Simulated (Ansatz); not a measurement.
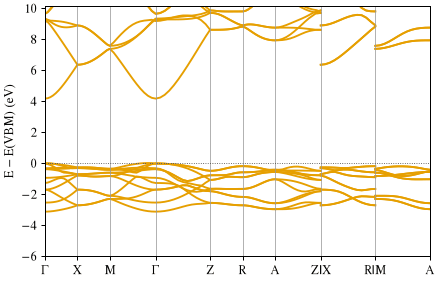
*Band structure from the program Ansatz at the r²SCAN level (PAW)*

### Question
Read off the gap and where the band edges lie.

### Answer
About 4.2 eV (4.16 eV by a search for the band edges); maximum on the M–Γ line, 84 % of the way from M, minimum at Γ.

The material is MgO in space group P4_2/mnm (No. 136; Mg on 4g, O on 4f).

The start of the workflow was typed in or built on a structure type; neither database checked (COD, Materials Project) lists it. It is not the phase usual at ambient conditions (space group No. 225). The r²SCAN relaxation kept the symmetry of its start; its stability against distortions is not shown here.

Potentials: the later of the program's two PAW sets.
